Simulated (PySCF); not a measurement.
C$_{6}$H$_{12}$OSi$_{2}$ (SMILES CCC1=C(CC=O)[SiH2][SiH2]1)

The calculation's input:

```
{"job": {"kind": "nmr", "xc": "PBE0", "basis": "pcSseg-1"}, "charge": 0, "multiplicity": 1}
C      2.607155    -0.406410    -0.700267
C      1.120068    -0.575370    -0.985413
C      0.279116     0.372195    -0.196138
C     -1.042825     0.260132     0.046757
C     -1.923551    -0.868628    -0.427865
C     -1.709051    -1.926760     0.605974
O     -1.010868    -2.896512     0.481858
Si    -1.501530     1.760285     1.122018
Si     0.769357     2.008386     0.659022
H      2.923243     0.612821    -0.915199
H      2.816119    -0.617308     0.346198
H      3.194091    -1.087725    -1.312750
H      0.822276    -1.605546    -0.770362
H      0.935172    -0.398851    -2.052311
H     -2.965456    -0.549491    -0.445441
H     -1.616153    -1.226580    -1.411800
H     -2.203985    -1.701299     1.572224
H     -2.552225     2.587371     0.513868
H     -2.006824     1.384653     2.448936
H      1.259848     3.030114    -0.275919
H      1.797104     1.861465     1.696137
```

Run with:

```sh
OMP_NUM_THREADS=1 python probes_run.py task.json out
```

Geometry: GFN2-xTB.

The calculation used PBE0/pcSseg-1, SCF density, gas phase, non-relativistic in PySCF 2.14.0.

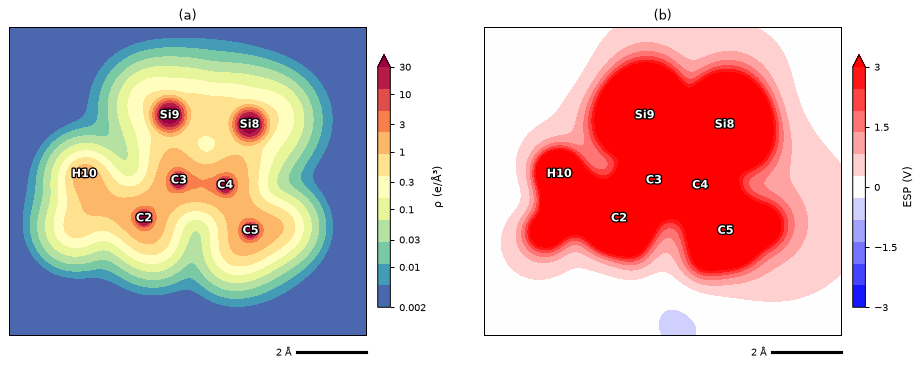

Figure 1. (a) electron density; (b) molecular electrostatic potential on the plane of atoms C3, Si9 and Si8.

Describe what can be read from this map.

- Atoms in the plane: C, Si and H.
- C–C (1.35 Å): ρ at the midpoint is about 2.2 e/Å³.
- C–Si (1.90 Å): the density is about 0.9 e/Å³ at the midpoint.
- Si–Si (2.33 Å): the density is about 0.6 e/Å³ at the midpoint.
- C–C (1.49 Å): ρ at the midpoint is about 1.7 e/Å³.
- Outside the dense part of the molecule the potential is most negative (−0.3 V) near H16, which lies off the plane.

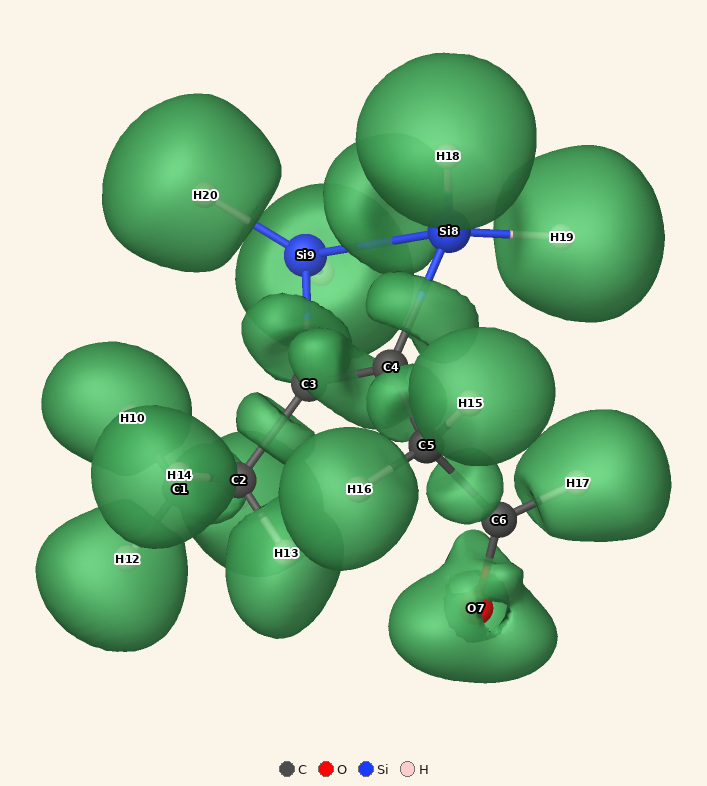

Figure 2. Isosurface of the electron localisation function at 0.75 (green), seen at an oblique angle. Only the valence region is drawn (cores and ρ < 0.01 e/Å³ removed).

Identify the bonds, lone pairs and shells in this picture.

The ELF exceeds this value in five regions between bonded C–C atoms (shared pairs), two regions between bonded C–Si atoms (shared pairs), twelve regions around hydrogen nuclei, one region on O in which the atom's valence shell and bonds are merged and one region on Si in which the atom's valence shell and bonds are merged. Along the contacts the grid gives the following. C–O (1.20 Å): the ELF peaks at about 0.85 between the atoms: a multiple bond. C–C (1.35 Å): the ELF peaks at about 0.90 between the atoms: a covalent bond.

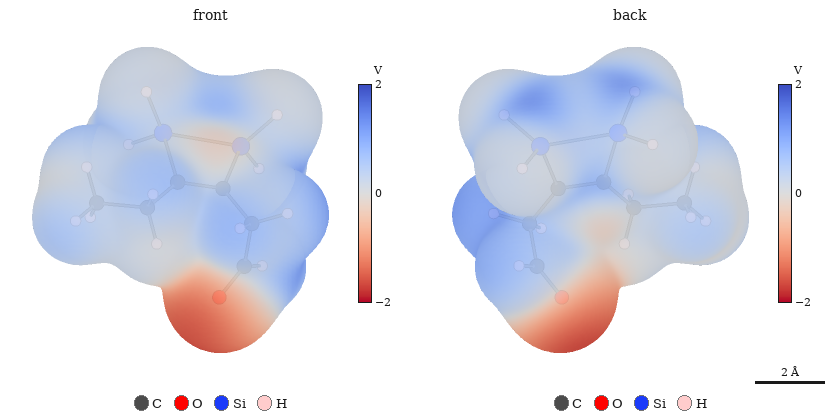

Figure 3. The electrostatic potential painted on the density surface at 0.002 e/bohr³, seen from the front and from behind; red is negative and blue positive.

Describe the electrostatic potential map.

The most negative region (about −1.6 V, or −37 kcal/mol for a unit charge) lies over O7, the most positive (about +1.2 V, or +28 kcal/mol for a unit charge) over Si8 and Si9. O7 is the likeliest acceptor of a hydrogen bond.
